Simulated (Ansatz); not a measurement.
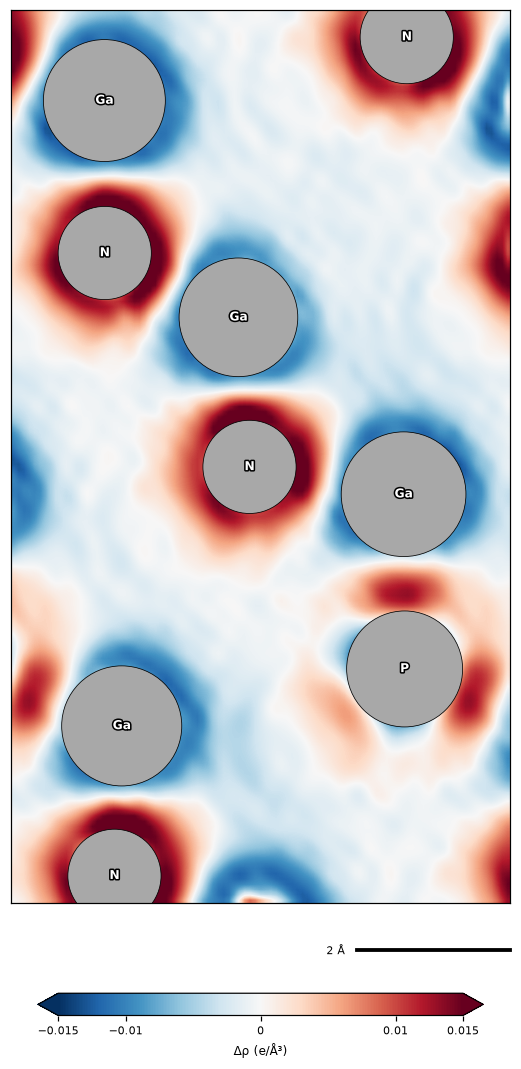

Ga4PN3. Difference of the valence pseudo-densities of two functionals at the same geometry, on the (11̄0) plane of the calculation cell: one of PBE and r2SCAN less the other.

Space group Cm; started from the ordered alloy on zincblende lattice prototype, which need not be the ambient phase.

Both computed with Ansatz (plane waves, PAW), on the same k-point mesh. Grey discs cover the atomic cores.

Which was subtracted from which, and what does the map show?

Answer. It is r2SCAN less PBE. Against PBE, r2SCAN gives more density around N (+0.013 e/Å³ on average at 0.8 Å from the nucleus), more density around P (+0.004 e/Å³ on average at 0.9 Å from the nucleus) and less density around Ga (−0.007 e/Å³ on average at 1.0 Å from the nucleus).
